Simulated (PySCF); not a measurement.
**What a change does: NMR shielding calculation on CH₈SSi₂**

System: CH₈SSi₂, SMILES C[SiH2]S[SiH3].
Method of the first run: GIAO PBE0/pcSseg-2 NMR shielding, non-relativistic, gas phase (PySCF 2.14.0).

The geometry comes from this level: PBE0-D3(BJ)/def2-SVP. Text and figures count atoms from 1; the logs count them from 0 in places.

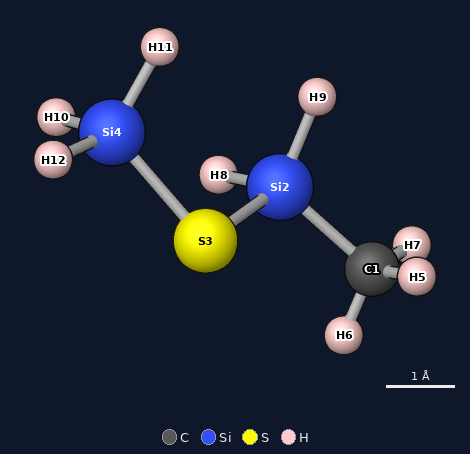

Figure 1. The input geometry (ball-and-stick view, seen at a tilt; atoms are numbered from 1 in the order of the input).

**Input file, the first run**
```
{"job": {"kind": "nmr", "xc": "PBE0", "basis": "pcSseg-2", "pop": false}, "charge": 0, "multiplicity": 1}
C     -2.192866     0.381343     0.316449
Si    -0.445079     0.447713     0.975567
S      0.862708     0.707044    -0.722092
Si     2.740770     0.864267     0.307396
H     -2.443572     1.318077    -0.203469
H     -2.309828    -0.451991    -0.392242
H     -2.906919     0.239006     1.142479
H     -0.085433    -0.809970     1.700484
H     -0.264378     1.589703     1.924706
H      3.022181    -0.366854     1.105873
H      2.753315     2.039816     1.229356
H      3.783202     1.034099    -0.743633
```

The first line tells a small driver script what to run in PySCF; the rest is the geometry in Å.

Launched with:
```bash
OMP_NUM_THREADS=1 python <driver script> task.json out
```

Hardware: 1 CPU thread, shared host.

**Output (the first run)**
```
coarse grid: 10920 points
cycle   1  E = -1019.7315607133  dE = -8.556e-02  |g| = 3.762e-01  |ddm| = 2.443e+00
cycle   2  E = -1019.7201371219  dE =  1.142e-02  |g| = 4.174e-01  |ddm| = 6.299e-01
cycle   3  E = -1019.7656928431  dE = -4.556e-02  |g| = 4.006e-02  |ddm| = 3.813e-01
cycle   4  E = -1019.7660373516  dE = -3.445e-04  |g| = 1.106e-02  |ddm| = 4.876e-02
cycle   5  E = -1019.7660655143  dE = -2.816e-05  |g| = 3.952e-03  |ddm| = 1.484e-02
cycle   6  E = -1019.7660694556  dE = -3.941e-06  |g| = 8.765e-04  |ddm| = 4.124e-03
final grid: 89784 points
cycle   7  E = -1019.7789055215  dE = -4.769e-05  |g| = 6.736e-03  |ddm| = 2.100e-02
cycle   8  E = -1019.7789008664  dE =  4.655e-06  |g| = 7.726e-03  |ddm| = 1.074e-02
cycle   9  E = -1019.7789156426  dE = -1.478e-05  |g| = 3.957e-04  |ddm| = 6.217e-03
cycle  10  E = -1019.7789156805  dE = -3.794e-08  |g| = 1.328e-04  |ddm| = 5.142e-04
cycle  11  E = -1019.7789156850  dE = -4.517e-09  |g| = 4.788e-05  |ddm| = 1.771e-04
cycle  12  E = -1019.7789156856  dE = -5.680e-10  |g| = 4.441e-06  |ddm| = 4.647e-05
converged SCF energy = -1019.7789156856

GIAO shielding tensors (ppm)
atom      isotropic    diamagn.    paramagn.     s11        s22        s33       span
  0 C      187.364     246.076     -58.712    180.722    185.751    195.618     14.896
  1 Si     361.910     879.789    -517.879    321.064    350.104    414.563     93.499
  2 S      806.685    1060.285    -253.600    778.045    783.115    858.894     80.849
  3 Si     396.018     878.235    -482.217    352.747    380.008    455.298    102.550
  4 H       30.661      29.680       0.981     26.251     28.844     36.888     10.638
  5 H       30.665      30.799      -0.134     26.241     28.873     36.881     10.641
  6 H       30.850      28.556       2.294     26.354     27.379     38.818     12.464
  7 H       26.413      30.445      -4.033     22.731     25.100     31.406      8.675
  8 H       26.426      29.748      -3.322     22.771     25.225     31.282      8.510
  9 H       26.614      28.736      -2.122     23.060     24.603     32.181      9.121
 10 H       26.616      28.158      -1.543     23.056     24.624     32.167      9.112
 11 H       26.502      28.048      -1.546     22.947     24.199     32.361      9.414
```

The second run used a changed input.

**The two runs side by side**

```tsv
quantity	the first run	the second run
outcome	converged	converged
total energy (hartree)	−1019.778916	−1020.258829
HOMO (eV)	−7.37	−7.14
LUMO (eV)	−0.02	0.00
dipole moment (D)	1.16	1.15
shielding of C1 (ppm)	187.4	186.3
shielding of Si2 (ppm)	361.9	367.8
shielding of S3 (ppm)	806.7	804.1
shielding of Si4 (ppm)	396.0	400.9
shielding of H8 (ppm)	26.4	26.6
shielding of H9 (ppm)	26.4	26.6
shielding of H12 (ppm)	26.5	26.7
SCF iterations	12	12
basis functions	277	277
wall time (shared host)	48 s	49 s
```

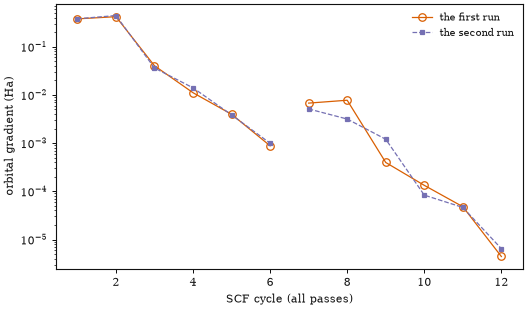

Figure 2. Convergence of the two runs: orbital gradient against the SCF cycle. A break in a curve parts two SCF passes (coarse and final grid). The first run takes 12 cycles in all, and the second run takes 12.

Which change of the input explains these differences?

The change (lines with − go, lines with + come):
```diff
-"xc": "PBE0"
+"xc": "B97-2"
```

The total energies belong to different methods, so their difference says nothing on which is more stable or more accurate. The HOMO goes from −7.37 to −7.14 eV. Of all shieldings, the largest change is that of Si2, by +5.9 ppm. The functional changes from PBE0 to B97-2. The number of SCF iterations is the same.

**Output (the second run)**
```
coarse grid: 10920 points
cycle   1  E = -1020.2109784415  dE = -9.376e-02  |g| = 3.781e-01  |ddm| = 2.450e+00
cycle   2  E = -1020.1959550440  dE =  1.502e-02  |g| = 4.407e-01  |ddm| = 6.801e-01
cycle   3  E = -1020.2479452710  dE = -5.199e-02  |g| = 3.603e-02  |ddm| = 4.119e-01
cycle   4  E = -1020.2482487472  dE = -3.035e-04  |g| = 1.396e-02  |ddm| = 5.342e-02
cycle   5  E = -1020.2482992757  dE = -5.053e-05  |g| = 3.840e-03  |ddm| = 1.781e-02
cycle   6  E = -1020.2483028822  dE = -3.607e-06  |g| = 9.911e-04  |ddm| = 3.988e-03
final grid: 89784 points
cycle   7  E = -1020.2588272227  dE = -6.161e-05  |g| = 5.098e-03  |ddm| = 2.319e-02
cycle   8  E = -1020.2588273039  dE = -8.123e-08  |g| = 3.149e-03  |ddm| = 3.839e-03
cycle   9  E = -1020.2588290840  dE = -1.780e-06  |g| = 1.200e-03  |ddm| = 2.593e-03
cycle  10  E = -1020.2588294398  dE = -3.558e-07  |g| = 8.320e-05  |ddm| = 7.756e-04
cycle  11  E = -1020.2588294406  dE = -8.135e-10  |g| = 4.627e-05  |ddm| = 1.061e-04
cycle  12  E = -1020.2588294412  dE = -5.998e-10  |g| = 6.455e-06  |ddm| = 5.209e-05
converged SCF energy = -1020.2588294412

GIAO shielding tensors (ppm)
atom      isotropic    diamagn.    paramagn.     s11        s22        s33       span
  0 C      186.317     246.053     -59.735    180.083    184.648    194.221     14.139
  1 Si     367.822     880.171    -512.349    328.078    356.301    419.086     91.008
  2 S      804.068    1061.042    -256.974    774.422    779.542    858.239     83.818
  3 Si     400.867     878.426    -477.559    358.950    385.352    458.300     99.350
  4 H       30.780      29.715       1.065     26.446     29.016     36.879     10.433
  5 H       30.784      30.947      -0.163     26.436     29.044     36.872     10.436
  6 H       30.961      28.479       2.483     26.563     27.547     38.774     12.212
  7 H       26.610      30.777      -4.167     22.955     25.306     31.568      8.613
  8 H       26.623      30.005      -3.382     22.994     25.429     31.447      8.453
  9 H       26.802      28.994      -2.191     23.283     24.808     32.316      9.032
 10 H       26.803      28.359      -1.556     23.279     24.828     32.302      9.023
 11 H       26.709      28.207      -1.498     23.190     24.421     32.516      9.326
```
